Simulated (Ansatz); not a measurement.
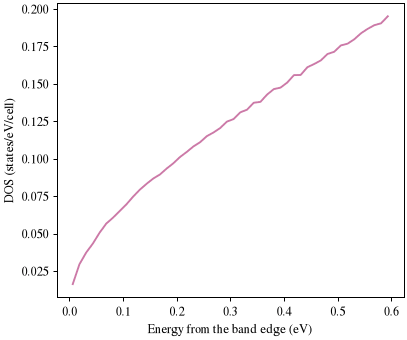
Fig. 1. Density of states of LiF (P6_3mc) above the conduction band minimum, PBEsol, rigid bands (Ansatz, a first-principles code); cell volume 39.9 Å³.

Task: What effective density of states at 300 K does this give (∫ g(E) exp(−E/k_BT) dE, both spins, divided by the cell's size)?

Result: 2.0e19 cm⁻³, a density-of-states mass of 0.85 mₑ, valleys and band degeneracy included.

Spin-orbit coupling is left out. Geometry: cell and atoms relaxed with PBEsol.

Computed structure with no diffraction record at hand here (it may be known, metastable or hypothetical): LiF (P6_3mc).
